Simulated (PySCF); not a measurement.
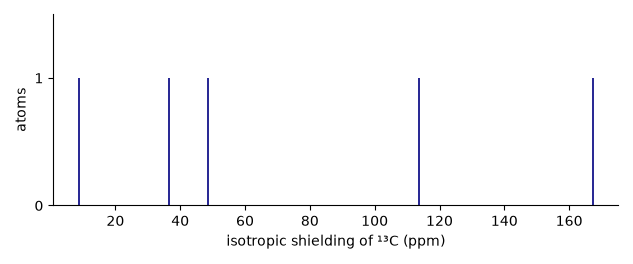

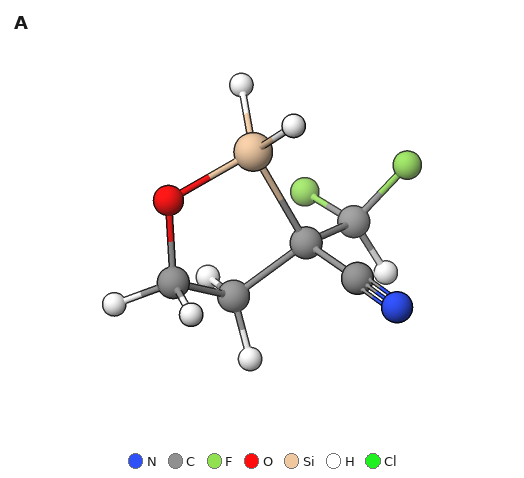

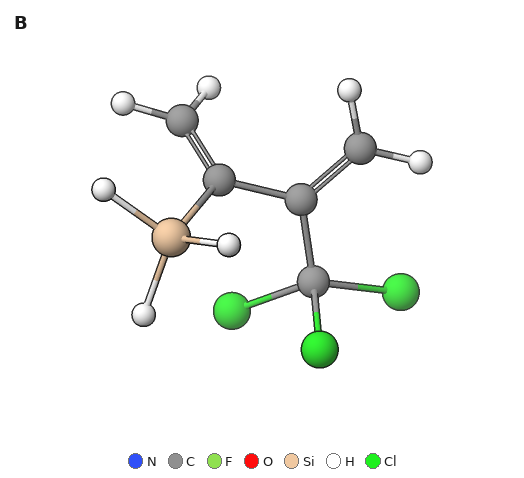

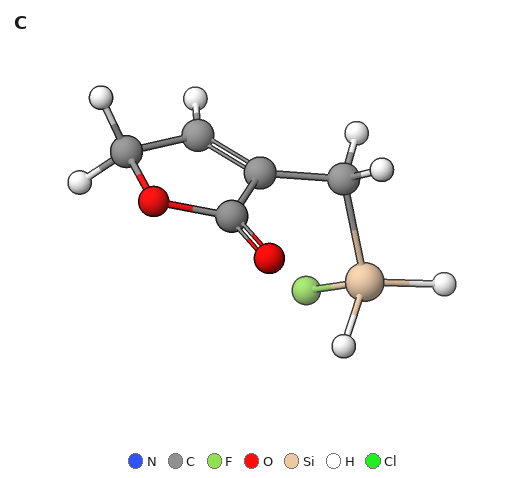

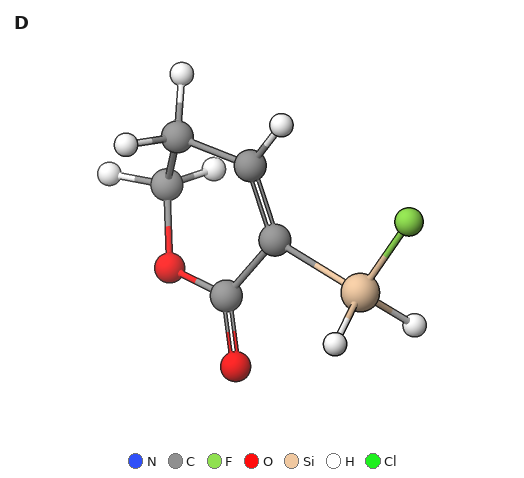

The sticks are computed shieldings of one of the molecules, for one fixed geometry (GFN2-xTB) without averaging over rotations. Low shielding means a high chemical shift. Method: GIAO PBE0/pcSseg-1 NMR shielding, non-relativistic, gas phase (PySCF 2.14.0).

> Match the spectrum to a structure.

C, `O=C1OCC=C1C[SiH2]F`. Its 5 C atoms give lines at 8.7, 36.6, 48.7, 113.5, 167.2 ppm.

The geometry is semi-empirical. Around Si such bond lengths and angles can be off by a tenth of an ångström or more and by several degrees, and values that hang on the shape move with them.
